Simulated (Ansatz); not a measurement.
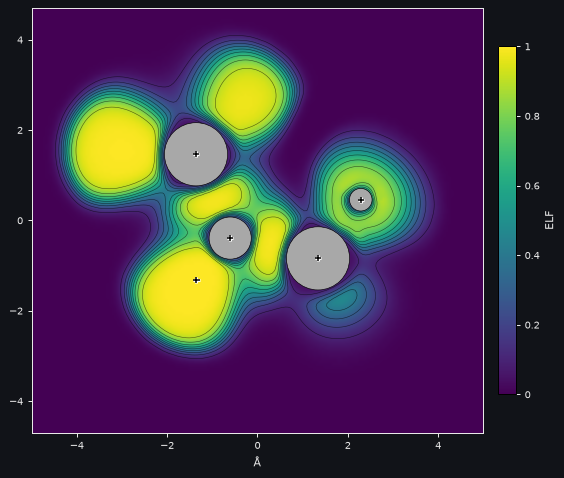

The ELF on a plane through atoms (crosses mark nuclei in the plane; grey discs cover the cores).

Method: RKS PBE0-D4/def2-TZVPP in Ansatz.

Candidates:
A. CH$_{5}$NOSi (SMILES OC1N[SiH2]1)
B. CH$_{3}$AlF$_{2}$O (SMILES O[C](F)(F)[AlH2])
C. BFH$_{6}$Si$_{2}$ (SMILES F[SiH2]B[SiH3])

Which candidate gave the map?

Candidate C: BFH$_{6}$Si$_{2}$ on the plane of atoms Si2, B3 and Si4, which holds F, Si, B and H. Si–F (1.61 Å): the ELF peaks at about 0.85 in the valence shell of F, 0.6 Å from its nucleus, and is about 0.55 at the midpoint. Si–B (2.00 Å): the ELF peaks at about 1 between the atoms; a shared electron pair.
